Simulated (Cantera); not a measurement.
Charge: 1 mol Ca(OH)2, 3.8 mol CO2, 2.2 mol H2, held at 1.00 bar.

Equilibrium computed with Cantera from the NASA thermochemical tables; the gas is ideal and each condensed phase is pure. Candidate condensed phases: C, C6H6, C7H8, C8H18, Ca, CaCO3, CaO, Ca(OH)2, H2O; 115 gas species. Equilibrium is a limit: real reactors are often held back by kinetics, nucleation or transport.

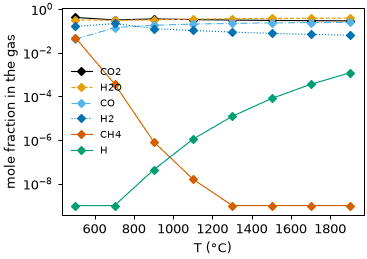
Figure: Equilibrium gas composition (values under 1e-9 drawn at 1e-9)

**Question.** Read off the mole fractions at 1502 °C.

**Answer.** H2O about 0.38, CO2 about 0.31, CO about 0.24, H2 about 0.078, H about 8.1e-5.
